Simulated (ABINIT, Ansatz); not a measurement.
# Converging GW for Rb2AlTlH6 (Fm-3m) in ABINIT

What does each rung of G0W0 on Rb2AlTlH6 (Fm-3m) cost, and what does it buy?

Calculated with ABINIT 10.8.3; LDA and many-body steps on it, plane waves.

## (1) Set-up

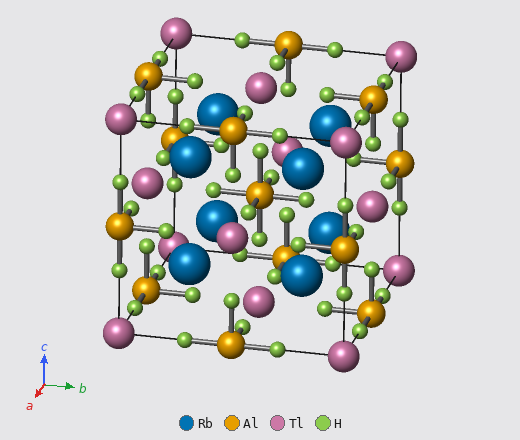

The starting structure, seen slightly off an axis (rubidium blue, aluminium orange, thallium pink, hydrogen green). This picture shows the conventional cell, with its axes. Some periodic images of atoms are drawn too.

The cell and positions are those that the Materials Project relaxed with its own functionals (PBE, PBE+U or r2SCAN), kept fixed. Spin-orbit coupling is left out unless a step names it.

## (2) Empty states on the mesh, 2×2×2 mesh, 314 bands

This step: ABINIT 10.8.3; DFT, LDA, plane waves, norm-conserving pseudopotentials.

The sums over transitions need many empty states on a uniform mesh; this step solves for them.

run.abi reads:

```
acell 3*1.0 Angstrom
rprim 
  0.000000000000 4.343365000000 4.343365000000
  4.343365000000 -0.000000000000 4.343365000000
  4.343365000000 4.343365000000 -0.000000000000
ntypat 4
znucl 37 13 81 1
natom 10
typat 1 1 2 3 4 4 4 4 4 4
xred 
  0.250000000000 0.250000000000 0.250000000000
  0.750000000000 0.750000000000 0.750000000000
  0.500000000000 0.500000000000 0.500000000000
  0.000000000000 0.000000000000 -0.000000000000
  0.294156000000 0.705844000000 0.705844000000
  0.294156000000 0.705844000000 0.294156000000
  0.705844000000 0.294156000000 0.705844000000
  0.705844000000 0.705844000000 0.294156000000
  0.294156000000 0.294156000000 0.705844000000
  0.705844000000 0.294156000000 0.294156000000
pp_dirpath "pseudos"
pseudos "Rb.upf, Al.upf, Tl.upf, H.upf"
ecut 31
ngkpt 2 2 2
nshiftk 1
shiftk 0 0 0
kptopt 1
chksymbreak 0
iscf -2
irdden 1
istwfk *1
nband 314
nbdbuf 28
tolwfr 1e-09
nstep 60
prtvol 0
indata_prefix "in"
outdata_prefix "out"
tmpdata_prefix "tmp"
```

On the command line:

```bash
> OMP_NUM_THREADS=1 mpirun -n 4 abinit run.abi > log
```

Numbers of over 12 decimals in the logs are rounded to 6 here.

The log of the run:

```text
.Version 10.8.3 of ABINIT. v10.8.2 released Aug 2026.

 Symmetries : space group Fm -3 m (#225); Bravais cF (face-center cubic)
[... echo of the input left out ...]
== DATASET  1 ==================================================================
-   mpi_nproc: 4, omp_nthreads: 1 (-1 if OMP is not activated)
-    --> not optimal distribution: autoparal keyword recommended in input file <--

--- !DatasetInfo
iteration_state: {dtset: 1, }
dimensions: {natom: 10, nkpt: 3, mband: 314, nsppol: 1, nspinor: 1, nspden: 1, mpw: 9185, }
cutoff_energies: {ecut:  31.0, pawecutdg:  -1.0, }
[...]
2.81606    2.81606    2.88472    2.88481    2.88500    2.88520    2.88566    2.88985
   2.89003    2.89015    2.89838    2.89986    2.90173    2.90656    2.90852    2.91097
   2.92247    2.92340
 prteigrs : prtvol=0 or 1, do not print more k-points.

== END DATASET(S) ==============================================================
================================================================================

 -outvars: echo values of variables after computation  --------
            nband         314
             nkpt           3
          spgroup         225
 [... the other variables as echoed above ...]

 Calculation completed.
```

It took 3.8 min on 4 MPI ranks of Arm Neoverse V1, shared host; peak memory 0.49 GiB.

This step gave:

| Quantity | Value |
| --- | --- |
| gap | 0.4014 eV |
| k of the valence top | 0.5, 0.5, 0 |
| k of the conduction bottom | 0.5, 0, 0 |
| least direct gap | 1.814 eV |
| k points computed | 3 |
| lowest point of the top converged band, above the valence top | 72.3706 eV |

On this mesh the gap is 0.401 eV.

The density comes from a self-consistent run that is not shown.

## (3) Screening, 2×2×2 mesh, 53 bands, screening to 62.6 eV

The RPA dielectric matrix is built and inverted for each q.

This step: RPA screening on LDA, plane waves, norm-conserving pseudopotentials.

Changes to run.abi since step 2:

```diff
@@ -28,10 +28,11 @@
 chksymbreak 0
-iscf -2
-irdden 1
 istwfk *1
-nband 314
-nbdbuf 28
-tolwfr 1e-09
-nstep 60
-prtvol 0
+occopt 1
+irdwfk 1
+optdriver 3
+nband 53
+ecuteps 2.3
+inclvkb 2
+awtr 1
+symchi 1
 indata_prefix "in"
```

The log of the run:

```text
.Version 10.8.3 of ABINIT. v10.8.2 released Aug 2026.

 Symmetries : space group Fm -3 m (#225); Bravais cF (face-center cubic)
[... echo of the input left out ...]
== DATASET  1 ==================================================================
-   mpi_nproc: 4, omp_nthreads: 1 (-1 if OMP is not activated)

--- !DatasetInfo
iteration_state: {dtset: 1, }
dimensions: {natom: 10, nkpt: 3, mband: 53, nsppol: 1, nspinor: 1, nspden: 1, mpw: 9185, }
cutoff_energies: {ecut:  31.0, pawecutdg:  -1.0, }
electrons: {nelect:   4.00000000E+01, charge:   0.00000000E+00, occopt:   1.00000000E+00, tsmear:   1.00000000E-02, }

 SCREENING: Calculation of the susceptibility and dielectric matrices

 Based on a program developped by R.W. Godby, V. Olevano, G. Onida, and L. Reining.
 Incorporated in ABINIT by V. Olevano, G.-M. Rignanese, and M. Torrent.
.Using double precision arithmetic ; gwpc =  8

[... cell and pseudopotentials left out ...]
--------------------------------------------------------------------------------

 ==== K-mesh for the wavefunctions ====
 Number of points in the irreducible wedge :     3
[... list of points left out ...]
 Together with 48 symmetry operations and time-reversal symmetry
 yields     8 points in the full Brillouin Zone.

 ==== Q-mesh for the screening function ====
 Number of points in the irreducible wedge :     3
[... list of points left out ...]
 Together with 48 symmetry operations and time-reversal symmetry
 yields     8 points in the full Brillouin Zone.

 setmesh: FFT mesh size selected  =    40x   40x   40
          total number of points  =        64000

 vcoul_init : cutoff-mode = AUXILIARY_FUNCTION
 q-points for optical limit:   1
     1)      0.000010    0.000020    0.000030

- screening: taking advantage of time-reversal symmetry
- Maximum band index for partially occupied states nbvw = 20
- Remaining bands to be divided among processors   nbcw = 33
- Number of bands treated by each node ~8

 Number of electrons calculated from density =   40.0000; Expected =   40.0000
 average of density, n =  0.036170
 r_s =    1.8758
 omega_plasma =   18.3456 [eV]

 calculating chi0 at frequencies [eV] :
  1    0.000000E+00    0.000000E+00
  2    0.000000E+00    1.834564E+01

--------------------------------------------------------------------------------
  q-point number  1        q = ( 0.000000, 0.000000, 0.000000) [r.l.u.]
--------------------------------------------------------------------------------
[... chi0 elements left out ...]
 For q-point:  0.000010 0.000020 0.000030
  dielectric constant =   8.9155
  dielectric constant without local fields =  10.4730

  Average fulfillment of the sum rule on Im[epsilon] for q-point    1 :     38.43  [%]
[... wings left out ...]
  q-point number  2        q = ( 0.500000, 0.000000, 0.000000) [r.l.u.]
--------------------------------------------------------------------------------
[... chi0 elements left out ...]
  Average fulfillment of the sum rule on Im[epsilon] for q-point    2 :     49.97  [%]

 [... 1 further q-points ...]
```

Wall time 10 s (4 MPI ranks); peak memory 1.1 GiB; 40 s of CPU time.

This step gave:

```yaml
eps_infinity_with_local_fields_on_this_mesh_along_the_program_s_q_direction: 8.915
the_same_without_local_fields: 10.47
plasma_frequency: 18.35 eV
plane_waves_in_the_screening_matrix: 169
```

Local fields lower ε∞ by 15 %. On a Γ-centred mesh this coarse the value itself is usually too large, while a short band sum pulls it down.

## (4) 53 bands, 62.6 eV

The self-energy is evaluated for the states that the input lists, and the levels follow from it, in one-shot runs by the linearised quasiparticle equation.

This step: G0W0 on LDA, plane waves, norm-conserving pseudopotentials.

Changes to run.abi since step 3:

```diff
@@ -31,8 +31,19 @@
 irdwfk 1
-optdriver 3
+optdriver 4
 nband 53
+gwcalctyp 0
+ecutsigx 31
+symsigma 1
+nkptgw 3
+kptgw 
+  0.5000000000 0.5000000000 0.0000000000
+  0.5000000000 0.0000000000 0.0000000000
+  0.0000000000 0.0000000000 0.0000000000
+bdgw 
+  19 22
+  18 23
+  19 23
 ecuteps 2.3
-inclvkb 2
-awtr 1
-symchi 1
+irdscr 1
+ppmodel 1
 indata_prefix "in"
```

The log of the run:

```text
.Version 10.8.3 of ABINIT. v10.8.2 released Aug 2026.

 Symmetries : space group Fm -3 m (#225); Bravais cF (face-center cubic)
[... echo of the input left out ...]
== DATASET  1 ==================================================================
-   mpi_nproc: 4, omp_nthreads: 1 (-1 if OMP is not activated)

--- !DatasetInfo
iteration_state: {dtset: 1, }
dimensions: {natom: 10, nkpt: 3, mband: 53, nsppol: 1, nspinor: 1, nspden: 1, mpw: 9185, }
cutoff_energies: {ecut:  31.0, pawecutdg:  -1.0, }
electrons: {nelect:   4.00000000E+01, charge:   0.00000000E+00, occopt:   1.00000000E+00, tsmear:   1.00000000E-02, }

 SIGMA: Calculation of the GW corrections

 Based on a program developped by R.W. Godby, V. Olevano, G. Onida, and L. Reining.
 Incorporated in ABINIT by V. Olevano, G.-M. Rignanese, and M. Torrent.
.Using double precision arithmetic ; gwpc =  8

[... cell and pseudopotentials left out ...]
--------------------------------------------------------------------------------

 ==== K-mesh for the wavefunctions ====
 Number of points in the irreducible wedge :     3
[... list of points left out ...]
 Together with 48 symmetry operations and time-reversal symmetry
 yields     8 points in the full Brillouin Zone.

 ==== Q-mesh for screening function ====
 Number of points in the irreducible wedge :     3
[... list of points left out ...]
 Together with 48 symmetry operations and time-reversal symmetry
 yields     8 points in the full Brillouin Zone.

 vcoul_init : cutoff-mode = AUXILIARY_FUNCTION
 q-points for optical limit:   1
     1)      0.000010    0.000020    0.000030
 setmesh: FFT mesh size selected  =    60x   60x   60
          total number of points  =       216000

 Number of electrons calculated from density =   40.0000; Expected =   40.0000
 average of density, n =  0.036170
 r_s =    1.8758
 omega_plasma =   18.3456 [eV]

 === KS Band Gaps ===
  >>>> For spin  1
   Minimum direct gap =   1.8140 [eV], located at k-point      :   0.5000  0.5000  0.0000
   Fundamental gap    =   0.4013 [eV], Top of valence bands at :   0.5000  0.5000  0.0000
                                       Bottom of conduction at :   0.5000  0.0000  0.0000
 SIGMA fundamental parameters:
 PLASMON POLE MODEL  1
 number of plane-waves for SigmaX                 9185
 number of plane-waves for SigmaC and W            169
 number of plane-waves for wavefunctions          9185
 number of bands                                    53
 number of independent spin polarizations            1
 number of spinorial components                      1
 number of k-points in IBZ                           3
 number of q-points in IBZ                           3
 number of symmetry operations                      48
 number of k-points in BZ                            8
 number of q-points in BZ                            8
 number of frequencies for dSigma/dE                 9
 frequency step for dSigma/dE [eV]                0.25
 number of omega for Sigma on real axis              0
 max omega for Sigma on real axis  [eV]           0.00
 zcut for avoiding poles [eV]                     0.10

 EPSILON^-1 parameters (SCR file):
 dimension of the eps^-1 matrix on file            169
 dimension of the eps^-1 matrix used               169
 number of plane-waves for wavefunctions          9185
 number of bands                                    53
 number of q-points in IBZ                           3
 number of frequencies                               2
 number of real frequencies                          1
 number of imag frequencies                          1

 matrix elements of self-energy operator (all in [eV])

 Perturbative Calculation

--- !SelfEnergy_ee
iteration_state: {dtset: 1, }
kpoint     : [   0.500,    0.500,    0.000, ]
spin       : 1
KS_gap     :    1.814
QP_gap     :    2.812
Delta_QP_KS:    0.998
data: !SigmaeeData |
     Band     E0 <VxcDFT>   SigX SigC(E0)      Z dSigC/dE  Sig(E)    E-E0       E
       19   1.021 -11.193 -13.861   2.809   0.769  -0.301 -11.085   0.108   1.130
       20   2.165 -11.838 -13.677   2.165   0.787  -0.271 -11.582   0.256   2.421
       21   3.979  -9.184  -5.356  -2.283   0.812  -0.232  -7.930   1.254   5.234
       22   3.979  -9.184  -5.356  -2.283   0.812  -0.232  -7.930   1.254   5.234

--- !SelfEnergy_ee
iteration_state: {dtset: 1, }
kpoint     : [   0.500,    0.000,    0.000, ]
spin       : 1
KS_gap     :    2.698
QP_gap     :    3.752
Delta_QP_KS:    1.055
data: !SigmaeeData |
     Band     E0 <VxcDFT>   SigX SigC(E0)      Z dSigC/dE  Sig(E)    E-E0       E
       18  -0.236 -10.322 -13.136   2.851   0.769  -0.300 -10.293   0.029  -0.207
       19  -0.236 -10.322 -13.136   2.851   0.769  -0.300 -10.293   0.029  -0.207
[...]
--- !SelfEnergy_ee
iteration_state: {dtset: 1, }
kpoint     : [   0.000,    0.000,    0.000, ]
spin       : 1
KS_gap     :    3.500
QP_gap     :    4.568
Delta_QP_KS:    1.068
data: !SigmaeeData |
     Band     E0 <VxcDFT>   SigX SigC(E0)      Z dSigC/dE  Sig(E)    E-E0       E
[...]
21   4.155  -9.390  -5.698  -2.213   0.811  -0.232  -8.190   1.199   5.355
       22   4.155  -9.390  -5.698  -2.213   0.811  -0.232  -8.190   1.199   5.355
       23   4.155  -9.390  -5.698  -2.213   0.811  -0.232  -8.190   1.199   5.355

 New Fermi energy :        1.125472E-01 Ha ,    3.062564E+00 eV

 === QP Band Gaps ===
  >>>> For spin  1
   Minimum direct gap =   2.8123 [eV], located at k-point      :   0.5000  0.5000  0.0000
   Fundamental gap    =   1.2823 [eV], Top of valence bands at :   0.5000  0.5000  0.0000
                                       Bottom of conduction at :   0.5000  0.0000  0.0000

== END DATASET(S) ==============================================================
================================================================================

 -outvars: echo values of variables after computation  --------
           etotal      0.0000000000E+00
            nband          53
             nkpt           3
          spgroup         225
 [... the other variables as echoed above ...]

 Calculation completed.
```

The job ended after 7.2 s (4 MPI ranks; peak memory 1 GiB; 29 s of CPU time).

This step gave:

* G0W0 gap on the points computed: 1.283 eV
* starting gap on the mesh: 0.4014 eV
* k of the valence top: 0.5, 0.5, 0
* k of the conduction bottom: 0.5, 0, 0
* Z at the valence top: 0.787
* Z at the conduction bottom: 0.815
* least direct G0W0 gap on the computed points: 2.813 eV

The gap on the mesh goes from 0.40 eV to 1.28 eV, a correction of +0.88 eV.

## (5) Screening, 2×2×2 mesh, 128 bands, screening to 114.3 eV

This step: RPA screening on LDA, plane waves, norm-conserving pseudopotentials.

Changes to run.abi since step 4:

```diff
@@ -31,19 +31,8 @@
 irdwfk 1
-optdriver 4
-nband 53
-gwcalctyp 0
-ecutsigx 31
-symsigma 1
-nkptgw 3
-kptgw 
-  0.5000000000 0.5000000000 0.0000000000
-  0.5000000000 0.0000000000 0.0000000000
-  0.0000000000 0.0000000000 0.0000000000
-bdgw 
-  19 22
-  18 23
-  19 23
-ecuteps 2.3
-irdscr 1
-ppmodel 1
+optdriver 3
+nband 128
+ecuteps 4.2
+inclvkb 2
+awtr 1
+symchi 1
 indata_prefix "in"
```

The log of the run:

```text
.Version 10.8.3 of ABINIT. v10.8.2 released Aug 2026.

 Symmetries : space group Fm -3 m (#225); Bravais cF (face-center cubic)
[... echo of the input left out ...]
== DATASET  1 ==================================================================
-   mpi_nproc: 4, omp_nthreads: 1 (-1 if OMP is not activated)

--- !DatasetInfo
iteration_state: {dtset: 1, }
dimensions: {natom: 10, nkpt: 3, mband: 128, nsppol: 1, nspinor: 1, nspden: 1, mpw: 9185, }
cutoff_energies: {ecut:  31.0, pawecutdg:  -1.0, }
electrons: {nelect:   4.00000000E+01, charge:   0.00000000E+00, occopt:   1.00000000E+00, tsmear:   1.00000000E-02, }

 SCREENING: Calculation of the susceptibility and dielectric matrices

 Based on a program developped by R.W. Godby, V. Olevano, G. Onida, and L. Reining.
 Incorporated in ABINIT by V. Olevano, G.-M. Rignanese, and M. Torrent.
.Using double precision arithmetic ; gwpc =  8

[... cell and pseudopotentials left out ...]
--------------------------------------------------------------------------------

 ==== K-mesh for the wavefunctions ====
 Number of points in the irreducible wedge :     3
[... list of points left out ...]
 Together with 48 symmetry operations and time-reversal symmetry
 yields     8 points in the full Brillouin Zone.

 ==== Q-mesh for the screening function ====
 Number of points in the irreducible wedge :     3
[... list of points left out ...]
 Together with 48 symmetry operations and time-reversal symmetry
 yields     8 points in the full Brillouin Zone.

 setmesh: FFT mesh size selected  =    40x   40x   40
          total number of points  =        64000

 vcoul_init : cutoff-mode = AUXILIARY_FUNCTION
 q-points for optical limit:   1
     1)      0.000010    0.000020    0.000030

- screening: taking advantage of time-reversal symmetry
- Maximum band index for partially occupied states nbvw = 20
- Remaining bands to be divided among processors   nbcw = 108
- Number of bands treated by each node ~27

 Number of electrons calculated from density =   40.0000; Expected =   40.0000
 average of density, n =  0.036170
 r_s =    1.8758
 omega_plasma =   18.3456 [eV]

 calculating chi0 at frequencies [eV] :
  1    0.000000E+00    0.000000E+00
  2    0.000000E+00    1.834564E+01

--------------------------------------------------------------------------------
  q-point number  1        q = ( 0.000000, 0.000000, 0.000000) [r.l.u.]
--------------------------------------------------------------------------------
[... chi0 elements left out ...]
 For q-point:  0.000010 0.000020 0.000030
  dielectric constant =   8.9822
  dielectric constant without local fields =  10.5499

  Average fulfillment of the sum rule on Im[epsilon] for q-point    1 :     71.06  [%]
[... wings left out ...]
  q-point number  2        q = ( 0.500000, 0.000000, 0.000000) [r.l.u.]
--------------------------------------------------------------------------------
[... chi0 elements left out ...]
  Average fulfillment of the sum rule on Im[epsilon] for q-point    2 :     79.29  [%]

 [... 1 further q-points ...]
```

It took 24 s on 4 MPI ranks; peak memory 1.5 GiB; 96 s of CPU time.

This step gave:

| Quantity | Value |
| --- | --- |
| ε∞ with local fields, on this mesh, along the program's q direction | 8.982 |
| the same without local fields | 10.55 |
| plasma frequency | 18.35 eV |
| plane waves in the screening matrix | 459 |

(Continued in part 2 of 2.)

[Paths, hosts, dates, memory and timing lines, banners, echoed tables and standing remarks are left out of the program output.]

[Logs are printed without paths, hosts, clocks, repeated set-up lines and the standing remarks that a program may print on its own settings, such as how far it seeks lower states.]

[Runs of the session that timed out or met a known fault of the program may be left out.]

[Hosts, paths, dates, database ids (printed as entryN), source tags and the programs' standing remarks are cut or masked in the printed files.]

[G0W0 gaps are taken among the corrected bands and points alone; a level outside them can change the order at an edge.]

[Where Ansatz stands beside ABINIT at settings called matched, ABINIT's density can come from a denser mesh and the files from another edition; pairs whose starting gaps differed by over 0.03 eV were left out, so agreement reads better than it is.]
